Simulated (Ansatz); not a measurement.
# HF/3-21G run of GeN2H4 (SMILES [NH2][Ge][NH2])

What is the electronic atomisation energy of GeN2H4 at HF/3-21G? 

Program for the calculation: Ansatz 0.2.0.

43 further runs of the same task are left out: 43 set aside as unsound or not needed. Runs told in other sessions of the task aren't counted.

### Step 1. The system as given

GeN2H4 has 7 atoms, charge 0, and is taken as a singlet. SMILES: `[NH2][Ge][NH2]`. The shape is that of a PBE0-D4/def2-TZVP optimisation. This is one conformer, not always the lowest.

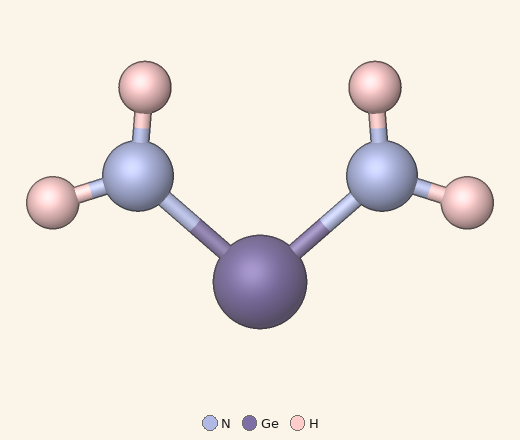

Viewed from a chosen angle; nitrogen light blue, germanium purple, hydrogen pink.

### Step 2. A single-point energy at HF/3-21G

job.yaml

```yaml
crystal:
  periodic: [false, false, false]
  atoms:
    - symbol: "N"
      position_ang: [-1.179700, 0.092100, -0.683900]
    - symbol: Ge
      position_ang: [-0.069700, -1.237600, -0.102500]
    - symbol: "N"
      position_ang: [1.194700, -0.165000, 0.665000]
    - symbol: H
      position_ang: [-2.029900, -0.124000, -1.176400]
    - symbol: H
      position_ang: [-1.047800, 1.084700, -0.566600]
    - symbol: H
      position_ang: [1.191600, 0.842500, 0.702200]
    - symbol: H
      position_ang: [2.002000, -0.560700, 1.116500]
basis:
  gaussian:
    orbitals: 3-21G-spherical.json
hamiltonian:
  xc: hf
accuracy: high
output:
  orbitals: {seedname: orbitals}
```

The basis set 3-21G is read from a file made from the Basis Set Exchange's data (not shown).

Started as:

```console
$ ansatz run job.yaml --threads 1 --pin off --max-ram 3480MiB --events-out events.jsonl --progress --plain --runs-dir runs
```

The program printed:

```text
Warning: RAYON_NUM_THREADS=1 ignored (pool sized by the plan → 1); use --threads N
Functional definition: HF
  name "HF"
  exchange = exact_x
  correlation = 0
963 factors; integrals over basis functions are off by at most 8.8e-9 eV
mean field evaluation 1: about -59209.4414 eV, gradient 3.7e1 eV
mean field evaluation 2: about -59209.6245 eV, gradient 3.7e1 eV
mean field evaluation 4: about -59212.3464 eV, gradient 1.9e0 eV
mean field evaluation 8: about -59212.3730 eV, gradient 1.4e-1 eV
mean field evaluation 16: about -59212.3731 eV, gradient 3.5e-8 eV
mean field -59212.37310665 eV, -2176.0145760812 hartree, gradient 3.5e-8 eV, S^2 0.000000; 0 other end points of the search recorded, 0 dependent functions left out
reference -59212.37310665 eV, -2176.0145760812 hartree; 25, 25 occupied and 23, 23 virtual orbitals, 963 factors
Total energy: -59212.37310665 eV, -2176.0145760812 hartree
```

It took 0.56 s on 1 thread of Intel Xeon Platinum 8488C (Sapphire Rapids), shared host; peak memory 0.11 GiB.

### Step 3. The Ge atom at the same level

input.yaml

```yaml
basis:
  gaussian:
    orbitals: 3-21G-spherical.json
crystal:
  periodic: [false, false, false]
  atoms:
    - {symbol: Ge, position_ang: [0.000000, 0.000000, 0.000000]}
magnetization:
  spin_polarized: true
  initial_magnetization: 2
hamiltonian:
  xc: hf
accuracy: high
```

The basis set 3-21G is read from a file made from the Basis Set Exchange's data (not shown).

Run the same way, it converges to -2065.29167 Eh (log not shown).

### Step 4. The H atom at the same level

input.yaml

```yaml
crystal:
  periodic: [false, false, false]
  atoms:
    - {symbol: H, position_ang: [0.000000, 0.000000, 0.000000]}
basis:
  gaussian: {orbitals: 3-21G.json}
magnetization: {spin_polarized: true, initial_magnetization: 1}
hamiltonian: {xc: hf}
accuracy: high
```

The basis set 3-21G is read from a file made from the Basis Set Exchange's data (not shown).

Run the same way, it converges to -0.49620 Eh (log not shown).

### Step 5. The N atom

run.yaml

```yaml
crystal:
  periodic: [false, false, false]
  atoms:
    - symbol: N
      position_ang: [0.000000, 0.000000, 0.000000]
basis:
  gaussian: {orbitals: 3-21G.json}
magnetization: {spin_polarized: true, initial_magnetization: 3}
hamiltonian: {xc: hf}
accuracy: high
```

The basis set 3-21G is read from a file made from the Basis Set Exchange's data (not shown).

Run the same way, it converges to -54.10539 Eh (log not shown).

### Step 6. Summary of results

At HF/3-21G:

| quantity | value |
| --- | --- |
| molecule: total energy | -2176.01458 Eh |
| molecule: HOMO energy | -8.83 eV |
| molecule: LUMO energy | 2.88 eV |
| molecule: HOMO–LUMO gap | 11.71 eV |
| Ge atom: total energy | -2065.29167 Eh |
| Ge atom: ⟨S²⟩ | 2.000 |
| H atom: total energy | -0.49620 Eh |
| H atom: ⟨S²⟩ | 0.750 |
| N atom: total energy | -54.10539 Eh |
| N atom: ⟨S²⟩ | 3.752 |
| electronic atomisation energy | 14.349 eV |

In words: Taking the molecule apart into free atoms costs 14.35 eV (1385 kJ/mol), before zero-point energy and without spin-orbit coupling. Hartree–Fock lacks the correlation of the bonding pairs, which as a rule makes this value much too low; in minimal bases other errors can mask that. The basis has no polarisation functions, which makes bonds too weak.
